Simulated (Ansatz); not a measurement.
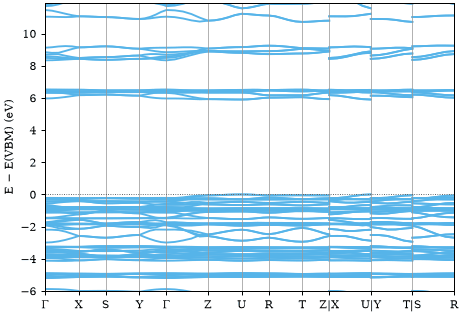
Figure. Band structure from DFT-r²SCAN in the program Ansatz with PAW potentials

Read off the gap and where the band edges lie.

About 5.9 eV (5.90 eV by a search for the band edges); maximum at U, minimum at U.

The material is GeS₂F₁₂ in space group Pnnm (No. 58; Pearson symbol oP30).

The first step of the workflow began from a Materials Project structure, measured or hypothetical; the Crystallography Open Database copy checked does not list it. Its standing as an ambient phase is unchecked. Symmetry was held in the r²SCAN relaxation; its stability against distortions is not shown here. A crystal of weakly bound molecules computed without a dispersion correction: the cell and the soft elastic constants depend strongly on that. Spin–orbit coupling is left out wherever it is not named.

Potentials: the later of the program's two PAW sets.
